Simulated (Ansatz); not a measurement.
Abstraction of Cl: CHBr2Cl + SiH(CH3)Cl → CHBr2 + SiH(CH3)Cl2

Species: CHBr2Cl `ClC(Br)Br`, singlet; SiH(CH3)Cl, doublet; CHBr2 `Br[CH]Br`, doublet; SiH(CH3)Cl2, singlet. A radical takes Cl: the energy is the difference in strength between the C–Cl bond broken and the Si–Cl bond made.

Shapes, held fixed at every level: PBE0-D4/def2-TZVP. Programs: Ansatz 0.2.0. The zero-point and thermal change to 298 K, harmonic and unscaled (PBE0-D4/def2-TZVP), is -1.9 kJ/mol.

```tsv
level	kind	ΔH(298 K) (kJ/mol)	less CCSD(T)/def2-TZVPP
HF/def2-TZVPP	Hartree–Fock	-193.6	-31.0
PBE-D4/def2-TZVPP	GGA	-147.8	+14.8
r2SCAN0-D4/def2-TZVPP	global hybrid	-174.0	-11.4
wB97M-V/def2-TZVPP	range-separated hybrid	-167.7	-5.1
B2PLYP/def2-TZVPP	double hybrid	-164.4	-1.8
CCSD(T)/def2-SVP	coupled cluster or CI	-159.2	+3.4
CCSD/def2-TZVPP	coupled cluster or CI	-168.0	-5.4
CCSD(T)/def2-TZVPP	coupled cluster or CI	-162.6	0.0
```

The highest level, CCSD(T)/def2-TZVPP, gives ΔH(298 K) = -162.6 kJ/mol; the levels span -193.6 to -147.8. The column of differences is taken from that level and isn't an error. No measured value is set beside it here. Open shells run unrestricted. Relativity is left out for Br. Outer-core shells of Br are correlated in most correlated rows, in sets that cover them unevenly.

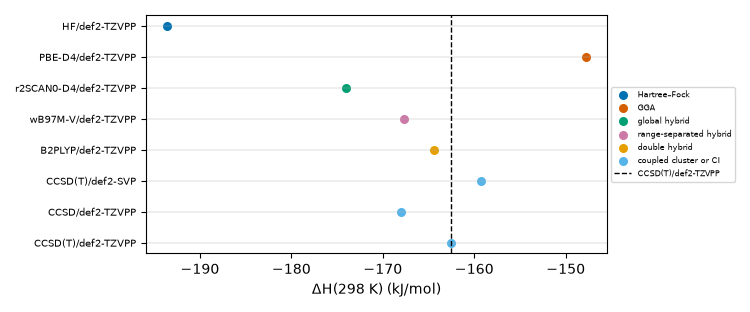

The values of the table, level by level.
